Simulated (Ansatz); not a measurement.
## Electronic structure of C₂H₇AlBF (SMILES CC[BH][AlH][F]) in real space

Input file:

```
crystal:
  periodic: [false, false, false]
  atoms:
    - { symbol: C, position_ang: [-0.4449, 0.0094, 1.53] }
    - { symbol: C, position_ang: [0.7977, 0.1292, 0.7146] }
    - { symbol: B, position_ang: [1.13898, 1.66807, 0.40358] }
    - { symbol: Al, position_ang: [1.88069, 2.9113, 1.79182] }
    - { symbol: F, position_ang: [1.9827, 2.39294, 3.53895] }
    - { symbol: H, position_ang: [-0.3566, 0.5902, 2.4883] }
    - { symbol: H, position_ang: [-0.7367, -1.0024, 1.7245] }
    - { symbol: H, position_ang: [-1.2857, 0.5659, 0.9642] }
    - { symbol: H, position_ang: [0.60558, -0.46064, -0.23176] }
    - { symbol: H, position_ang: [1.65606, -0.36058, 1.2244] }
    - { symbol: H, position_ang: [1.08786, 2.00927, -0.73496] }
    - { symbol: H, position_ang: [2.23529, 4.41528, 1.44778] }
basis:
  gaussian: { orbitals: def2-SVP }
hamiltonian:
  xc: pbe0
relax:
  f_tol: 0.015
  max_steps: 40
output:
  orbitals: {}
```

Run with:

```sh
ansatz run input.yaml --threads 2 --pin off --max-ram 3072MiB --backend cpu --events-out ev --progress --plain --runs-dir out
```

The fields are those of the relaxed geometry.

These are results of RKS PBE0/def2-SVP (Ansatz), not measurements.

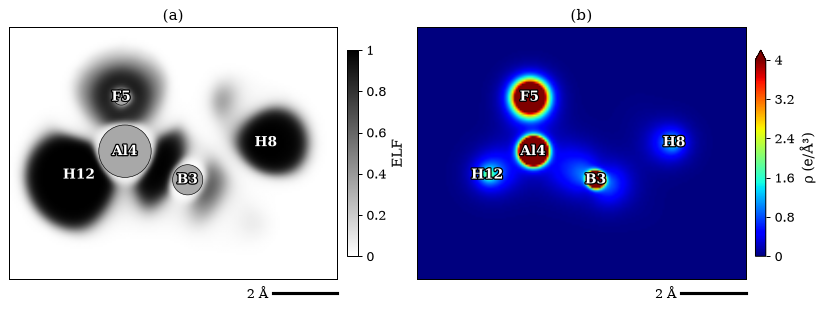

Figure 1. (a) electron localisation function; (b) electron density on the plane of atoms B3, Al4 and F5. Grey discs cover the atomic cores in the ELF map.

> Describe what can be read from this map.

- Atoms in the plane: B, Al, F and H.
- Al–F (1.68 Å): ρ at the midpoint is about 0.77 e/Å³; the ELF peaks at about 0.85 in the valence shell of F, 0.5 Å from its nucleus, and is about 0.25 at the midpoint.
- Al–B (2.13 Å): ρ at the midpoint is about 0.6 e/Å³; the ELF peaks at about 1 between the atoms, as expected for a covalent bond.
- Al–H (1.59 Å): ρ is about 0.53 e/Å³ halfway; the ELF climbs to about 1 towards the hydrogen.
- The ELF also peaks beside F5, away from the bonds: lone-pair regions.

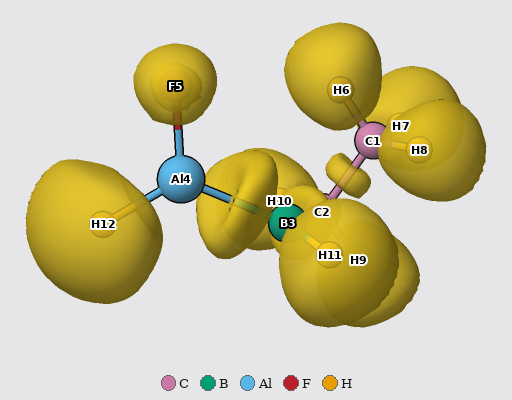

Figure 2. Isosurface of the ELF at 0.8 (yellow), seen at a tilt. Core shells and regions of very low density are left out.

> Identify the bonds, lone pairs and shells in this picture.

The surface consists of one region between bonded Al–B atoms (shared pairs), one region between bonded B–C atoms (shared pairs), one region between bonded C–C atoms (shared pairs), seven regions around hydrogen nuclei and one region wrapped around F (its valence shell). Profiles from the grid: C–C (1.55 Å): the ELF peaks at about 0.95 between the atoms; a covalent bond. C–B (1.57 Å): the ELF peaks at about 1 between the atoms, as expected for localised, covalent bonding.

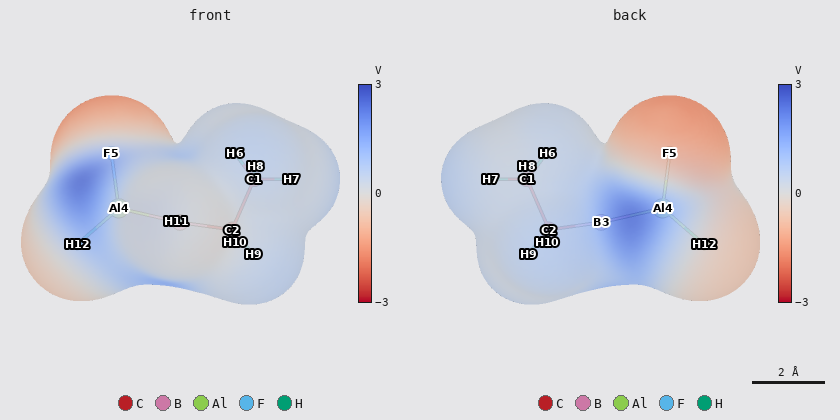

Figure 3. The electrostatic potential painted on the density surface at 0.001 e/bohr³, seen from the front and from behind; the colour scale runs from red (negative) to blue (positive).

> Describe the electrostatic potential map.

The most negative region (about −1.4 V) lies over F5, the most positive (about +2.2 V) over Al4.
